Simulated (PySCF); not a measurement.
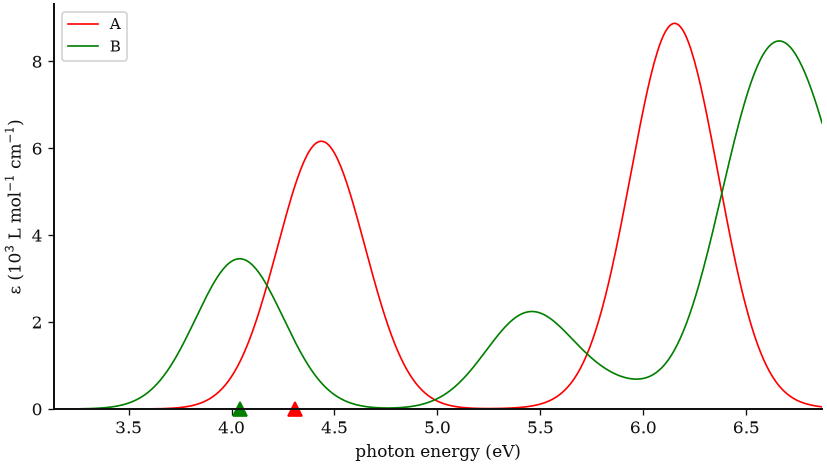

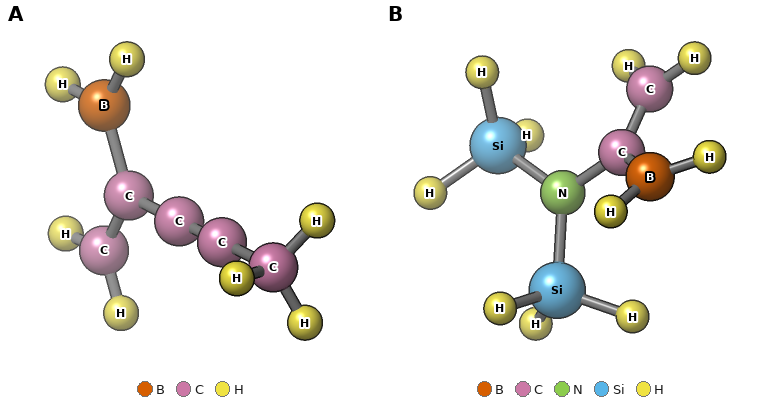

Related molecules: A is C₅H₇B, SMILES BC(=C)C#CC; B is C₂H₁₀BNSi₂, SMILES BC(=C)N([SiH3])[SiH3]. Vertical TDDFT absorption, CAM-B3LYP/def2-SVPD, PySCF 2.14.0, at a GFN2-xTB geometry (no frequency check); Gaussians of 1/e half-width 0.30 eV, triangles mark S1, and the range ends where the computed states of one molecule run out.

How does the lowest singlet move?

Answer. A: 4.31 eV (f = 0.000, mainly HOMO−1 → LUMO (94 %)); B: 4.04 eV (f = 0.064, mainly HOMO → LUMO (96 %)). From A to B it shifts 0.27 eV to the red, but one of these states is bright and the other nearly dark, so it isn't one band that moves.

And the brightest state of each within the range drawn?

Answer. A: S5 at 6.15 eV, f = 0.16; B: S5 at 6.51 eV, f = 0.07.

Limits of at least one run: core orbitals are frozen in the response; one conformer of a flexible molecule; the tight-binding geometry is rougher than a DFT one and adds to the error.
